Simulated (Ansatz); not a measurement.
# O started on an N site in wurtzite BN, 96 atoms, charge 0

How does the host give way around this defect, and what happens to the levels at the gap? The levels of theory are PBEsol and HSE06.

Program: Ansatz 0.2.0, PAW, plane waves. These are calculated values, not measurements.

### 1 Starting point

96 atoms (48 B, 47 N, 1 O); a = 7.623 Å, b = 8.802 Å, c = 8.407 Å, α = 90.00°, β = 90.00°, γ = 90.00°. All atoms were shaken off their sites by about 0.02 Å along each axis. Defect site 1: (0.500, 0.583, 0.438). Starting moments add up to 1 μB.

Steps to follow: (2) PBEsol relaxation at the single k point (¼, ¼, ¼), on 8 threads of Arm Neoverse-V2; (3) HSE06 single point at the single k point (¼, ¼, ¼), on 8 threads of Arm Neoverse-V2.

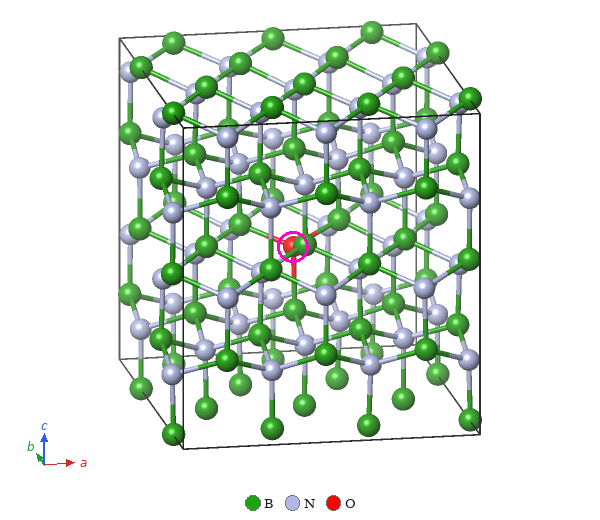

The starting cell, seen slightly off an axis (boron green, nitrogen light blue, oxygen red). Rings mark the defect. Atoms on faces are repeated.

### 2 PBEsol relaxation in the fixed cell

File in.yaml:

```yaml
crystal:
  lattice:
    - [7.622990, 0.000000, 0.000000]
    - [0.000000, 8.802271, 0.000000]
    - [0.000000, 0.000000, 8.406582]
  atoms:
    - { symbol: B, position: [0.003418, 0.168012, 0.999072] }
    - { symbol: B, position: [0.000140, 0.170312, 0.498591] }
    - { symbol: B, position: [0.335681, 0.165726, 0.002563] }
    - { symbol: B, position: [0.331485, 0.166478, 0.497329] }
    - { symbol: B, position: [0.168090, 0.418128, 0.002704] }
    - { symbol: B, position: [0.168548, 0.419757, 0.506374] }
    - { symbol: B, position: [0.001363, 0.666568, 0.001975] }
    - { symbol: B, position: [0.997931, 0.670182, 0.498958] }
    - { symbol: B, position: [0.660552, 0.166466, 0.997711] }
    - { symbol: B, position: [0.663700, 0.166037, 0.500597] }
    - { symbol: B, position: [0.496762, 0.411518, 0.999498] }
    - { symbol: B, position: [0.500391, 0.414554, 0.498123], spin: 0.2 }
    - { symbol: B, position: [0.336595, 0.668350, 0.998677] }
    - { symbol: B, position: [0.333931, 0.663960, 0.498678], spin: 0.2 }
    - { symbol: B, position: [0.164562, 0.913550, 0.001366] }
    - { symbol: B, position: [0.168462, 0.917691, 0.503009] }
    - { symbol: B, position: [0.831967, 0.419317, 0.001159] }
    - { symbol: B, position: [0.838230, 0.419721, 0.499254] }
    - { symbol: B, position: [0.662723, 0.670106, 0.002486] }
    - { symbol: B, position: [0.668272, 0.665595, 0.499133], spin: 0.2 }
    - { symbol: B, position: [0.499360, 0.914304, 0.999672] }
    - { symbol: B, position: [0.498915, 0.918042, 0.498910] }
    - { symbol: B, position: [0.833212, 0.915756, 0.003931] }
    - { symbol: B, position: [0.832371, 0.914570, 0.501124] }
    - { symbol: B, position: [0.165253, 0.082530, 0.246049] }
    - { symbol: B, position: [0.167416, 0.084892, 0.752923] }
    - { symbol: B, position: [0.997625, 0.337681, 0.248218] }
    - { symbol: B, position: [0.997434, 0.334668, 0.750239] }
    - { symbol: B, position: [0.497944, 0.078095, 0.250889] }
    - { symbol: B, position: [0.502087, 0.084832, 0.749660] }
    - { symbol: B, position: [0.330113, 0.335387, 0.247320] }
    - { symbol: B, position: [0.330437, 0.334841, 0.749513] }
    - { symbol: B, position: [0.165792, 0.585449, 0.252579] }
    - { symbol: B, position: [0.164045, 0.584438, 0.746930] }
    - { symbol: B, position: [0.998184, 0.831379, 0.249875] }
    - { symbol: B, position: [0.998987, 0.829748, 0.750883] }
    - { symbol: B, position: [0.836920, 0.083083, 0.249529] }
    - { symbol: B, position: [0.837297, 0.086503, 0.751537] }
    - { symbol: B, position: [0.669500, 0.331799, 0.250086] }
    - { symbol: B, position: [0.667040, 0.334872, 0.748085] }
    - { symbol: B, position: [0.500333, 0.581252, 0.248220], spin: 0.2 }
    - { symbol: B, position: [0.498375, 0.580684, 0.750537] }
    - { symbol: B, position: [0.335079, 0.834117, 0.249339] }
    - { symbol: B, position: [0.333146, 0.839051, 0.744875] }
    - { symbol: B, position: [0.833498, 0.580486, 0.252462] }
    - { symbol: B, position: [0.834403, 0.587500, 0.754540] }
    - { symbol: B, position: [0.664134, 0.836557, 0.251763] }
    - { symbol: B, position: [0.669741, 0.829921, 0.752017] }
    - { symbol: N, position: [0.998396, 0.167865, 0.185796] }
    - { symbol: N, position: [0.002182, 0.169293, 0.688659] }
    - { symbol: N, position: [0.334337, 0.163700, 0.184565] }
    - { symbol: N, position: [0.331324, 0.168623, 0.690170] }
    - { symbol: N, position: [0.162190, 0.414307, 0.185543] }
    - { symbol: N, position: [0.169200, 0.418928, 0.688534] }
    - { symbol: N, position: [0.000140, 0.667723, 0.186831] }
    - { symbol: N, position: [0.997828, 0.672394, 0.687904] }
    - { symbol: N, position: [0.667572, 0.164262, 0.186607] }
    - { symbol: N, position: [0.666660, 0.168688, 0.689678] }
    - { symbol: N, position: [0.499800, 0.414668, 0.185220] }
    - { symbol: N, position: [0.498702, 0.414469, 0.685245] }
    - { symbol: N, position: [0.330828, 0.665107, 0.187799] }
    - { symbol: N, position: [0.331031, 0.671025, 0.685775] }
    - { symbol: N, position: [0.162413, 0.915766, 0.189981] }
    - { symbol: N, position: [0.169115, 0.918191, 0.683804] }
    - { symbol: N, position: [0.831616, 0.414337, 0.191287] }
    - { symbol: N, position: [0.835680, 0.419441, 0.689722] }
    - { symbol: N, position: [0.670340, 0.663021, 0.183148] }
    - { symbol: N, position: [0.663087, 0.664409, 0.686654] }
    - { symbol: N, position: [0.499117, 0.915690, 0.189408] }
    - { symbol: N, position: [0.499313, 0.915338, 0.688574] }
    - { symbol: N, position: [0.838532, 0.915615, 0.188755] }
    - { symbol: N, position: [0.828514, 0.918738, 0.688930] }
    - { symbol: N, position: [0.168910, 0.086798, 0.438692] }
    - { symbol: N, position: [0.167325, 0.085939, 0.938813] }
    - { symbol: N, position: [0.002406, 0.329685, 0.438327] }
    - { symbol: N, position: [0.004001, 0.333858, 0.938576] }
    - { symbol: N, position: [0.497788, 0.080698, 0.434656] }
    - { symbol: N, position: [0.498676, 0.080949, 0.939523] }
    - { symbol: N, position: [0.335063, 0.331252, 0.442345] }
    - { symbol: N, position: [0.332119, 0.333008, 0.939950] }
    - { symbol: N, position: [0.165125, 0.580144, 0.439151] }
    - { symbol: N, position: [0.169429, 0.584197, 0.936512] }
    - { symbol: N, position: [0.000369, 0.829720, 0.436784] }
    - { symbol: N, position: [0.001333, 0.833481, 0.941109] }
    - { symbol: N, position: [0.831066, 0.084502, 0.439948] }
    - { symbol: N, position: [0.838436, 0.083512, 0.935997] }
    - { symbol: N, position: [0.664505, 0.332876, 0.438977] }
    - { symbol: N, position: [0.665961, 0.329939, 0.940908] }
    - { symbol: N, position: [0.501126, 0.584701, 0.933420] }
    - { symbol: N, position: [0.339391, 0.835593, 0.434623] }
    - { symbol: N, position: [0.335401, 0.833062, 0.942827] }
    - { symbol: N, position: [0.833562, 0.582033, 0.432361] }
    - { symbol: N, position: [0.830926, 0.581674, 0.936078] }
    - { symbol: N, position: [0.668123, 0.834192, 0.432370] }
    - { symbol: N, position: [0.670487, 0.835023, 0.939087] }
    - { symbol: O, position: [0.497261, 0.585486, 0.444672], spin: 0.2 }
  symmetry: { detect: false }
kpoints:
  mp_grid: { grid: [1, 1, 1], shift: [0.25, 0.25, 0.25] }
hamiltonian:
  xc: pbesol
magnetization:
  spin_polarized: true
scf:
  occupations: { method: fermi_dirac, width: 0.01 }
relax:
  f_tol: 0.03
  max_steps: 80
  escape_saddle: false
  adjacent_minimum: "off"
output:
  forces: true
  eigenvalues: true
  populations: true
  write_density: true
  write_potential: true
  elf: true
  volumetric_format: npy
```

The run is started by

```
ansatz run in.yaml --threads 8 --pin off --max-ram 17100MiB --runs-dir r --events-out ev --progress --plain
```

Output (excerpt; [...] marks lines left out):

```text
Pseudopotentials: kind: paw
Functional definition: PBEsol
[...]
Crystal: 96 atoms, lattice volume = 564.078 Å³
Basis set: ecut = 420 eV, 11009 PW (Γ), exchange–correlation on 108×120×120 points (8 copies of the dense FFT grid, shifted against one another)
Bands: 289, of which v1, the nominal top of the filled ones, is band 193 counted from 1 (192 counted from 0)
Symmetry: 1 space group operations
k-points: 1
[...]
Starting moments: Σ|m| = 1 μB on 5 of 96 sites
[...]
SCF iter   1: F=—  HF=-25830.875739 eV  |F-HF|=—  |Δ(HF+E_count)|=         —  Δρ=7.17e-2 (↑7.17e-2 ↓7.12e-2)  dr2=1.01e2  dr2_m=6.78e-2  M=0.325 μB ∫|m|=0.400 μB  β_m=0.30  ethr=3.10e-3  ⟨swp⟩=6.0  Hψ=2176  notcnv=0  defer=160
[...]
spin=Collinear: Kerker preconditioning applied to the charge; magnetization (m = ρ↑ − ρ↓) channel mixes plain (no charge-response kernel on spin).
[... 15 lines of SCF cycles left out ...]
[...]
  atom  14  B      0.00125476     0.00005179     0.00183710
[... 4 atoms left out ...]
  atom  19  B      0.00674078     0.00387018     0.00288294
  atom  20  B      0.00146748     0.00174579    -0.00415704
[... 10 atoms left out ...]
  atom  31  B     -0.00328214     0.00173717    -0.00357661
[... 1 atom left out ...]
  atom  33  B     -0.00067809    -0.00253868    -0.00398079
[... 7 atoms left out ...]
  atom  41  B     -0.01528090    -0.01160138    -0.00165759
[... 5 atoms left out ...]
[...]
[... 1 atom left out ...]
    - { symbol: B, position: [0.33070232527242727, 0.6680081856668784, 0.5064614528569804] }
[... 5 atoms left out ...]
    - { symbol: B, position: [0.6695854797609354, 0.6680335940168819, 0.5065328406806] }
[... 20 atoms left out ...]
    - { symbol: B, position: [0.49954086525227376, 0.5836538064757282, 0.22047167027815767] }
[... 26 atoms left out ...]
    - { symbol: N, position: [0.6691237225505859, 0.6680128931515807, 0.6907482498663984] }
[... 18 atoms left out ...]
    - { symbol: N, position: [0.6652235995901686, 0.3353765866356846, 0.4378680829296327] }
[... 2 atoms left out ...]
    - { symbol: N, position: [0.33460523558065436, 0.831219600084888, 0.4378349462622765] }
[... 1 atom left out ...]
    - { symbol: N, position: [0.8311164162185881, 0.583373242936073, 0.43779859897590534] }
[... 3 atoms left out ...]
    - { symbol: O, position: [0.5001709442073194, 0.5832066653419838, 0.47101021878485666] }
--- Löwdin populations: 96 sites ---
  site symbol       q [e]    m [muB]
     0      B      2.6968     0.0001
     1      B      2.6958     0.0007
[... 9 atoms left out ...]
    11      B      2.6320     0.0050
[... 1 atom left out ...]
    13      B      2.6306     0.0050
[... 5 atoms left out ...]
    19      B      2.6309     0.0045
[... 20 atoms left out ...]
    40      B      2.9028     0.6494
[... 26 atoms left out ...]
    67      N      5.2807     0.0015
[... 18 atoms left out ...]
    86      N      5.2760    -0.0008
[... 2 atoms left out ...]
    89      N      5.2756    -0.0009
[... 1 atom left out ...]
    91      N      5.2754    -0.0006
[... 3 atoms left out ...]
    95      O      6.2464     0.0965
  spilling = 0.003608 (of n_electrons = 385.000000)
```

Run time: 1.9 min. Hardware: 8 threads of Arm Neoverse-V2, shared host; peak memory 2 GiB.

The walk:

```csv
accepted step,energy change (eV),largest force component (eV/Å),SCF cycles
1,0.000,3.815,14
2,-1.846,2.076,6
3,-2.630,1.814,7
4,-2.882,0.313,5
5,-2.896,0.033,7
6,-2.896,0.052,6
7,-2.897,0.015,5
```

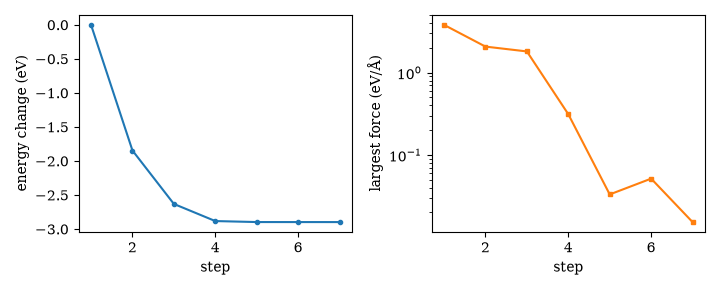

Energy and largest force component along the relaxation.

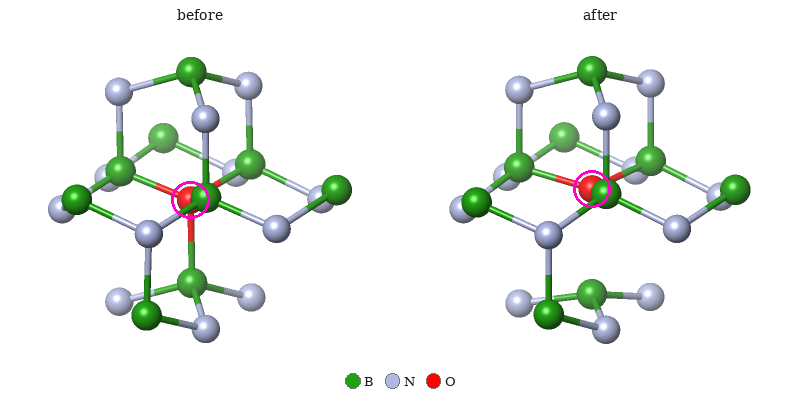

The atoms within about 4 Å of the defect, before and after. The placed atom is ringed.

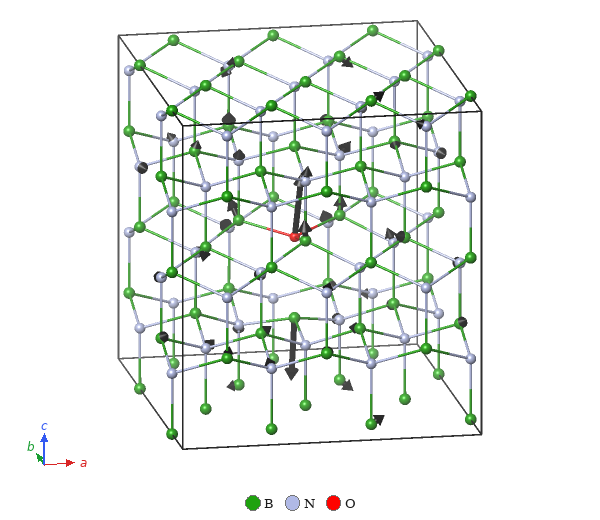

The relaxed cell; black arrows show the larger shifts of the atoms, drawn 7 times longer.

Distances from the placed atom O96:

```csv
atom,before (Å),after (Å),own shift (Å)
B12,1.570,1.519,0.072
B20,1.551,1.521,0.067
B14,1.494,1.521,0.078
B41,1.652,2.106,0.234
B42,2.572,2.355,0.028
N60,2.521,2.372,0.048
N68,2.494,2.372,0.066
N62,2.506,2.373,0.049
```

At the single k point (¼, ¼, ¼) the filled levels end at 16.256 eV and the empty ones begin at 17.186 eV, a spacing of 0.93 eV.

Where the spin sits (Löwdin, μB): B41 +0.65, O96 +0.10, B13 +0.03, B11 +0.03, B19 +0.03, N89 +0.02.

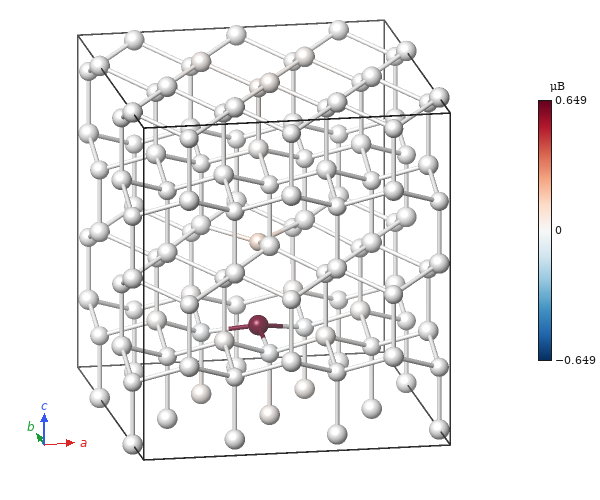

The cell with each atom coloured by its Löwdin moment.

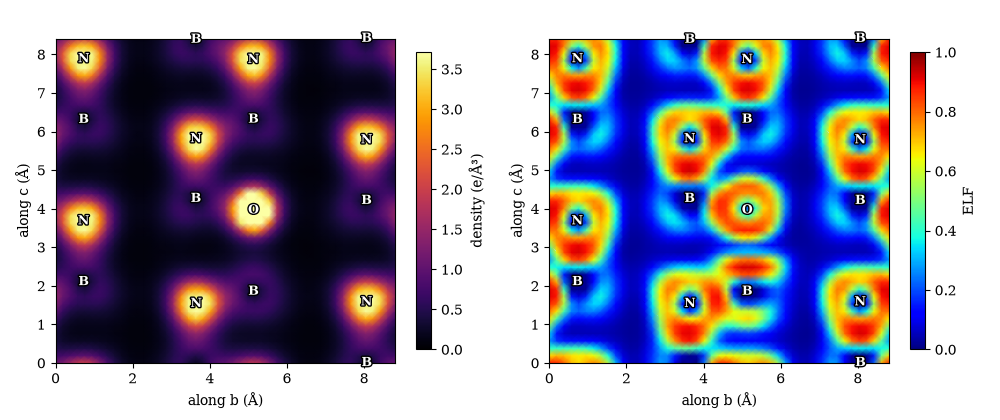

Density (left) and ELF (right) in a lattice plane of the grid's cell (edges 8.80 and 8.41 Å, at 0.500 of the third edge), which holds B and N and O. Only atoms in the plane are labelled; the density scale stops at 3.71 e/Å³. Both are smooth fields of the valence electrons: close to the nuclei they are not physical.

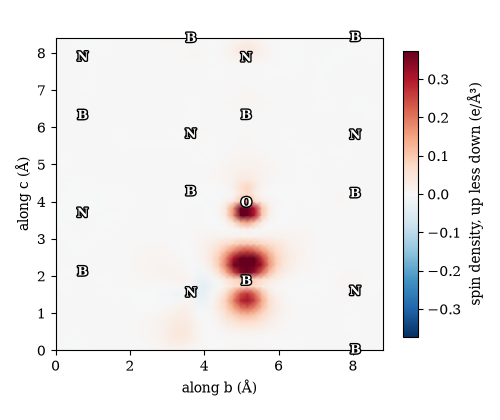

Spin density in a lattice plane of the grid's cell (edges 8.80 and 8.41 Å, at 0.500 of the third edge), which holds B and N and O.

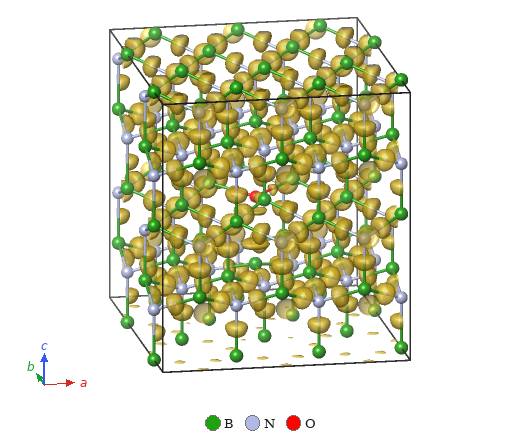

Surface of ELF = 0.85, drawn in one cell.

The highest ELF values outside the cores: 0.93 on the B–N line, 0.7 Å from B; 0.93 in the shell around B, 0.6 Å from B; 0.92 on the N–B line, 0.8 Å from N.

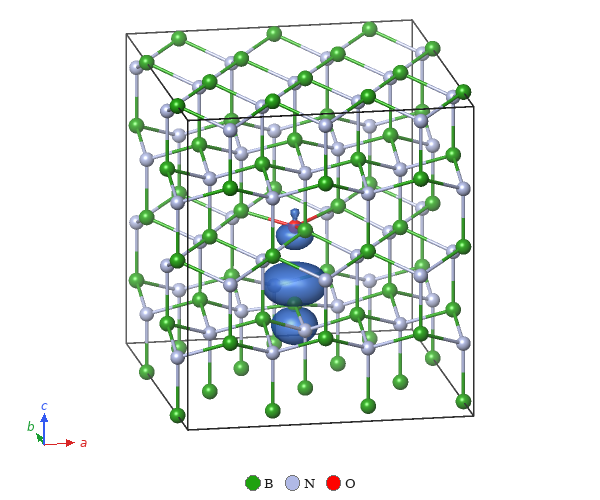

Spin density, surfaces at ±0.066 e/Å³ (up blue, down orange).

[end of part 1 of 2]
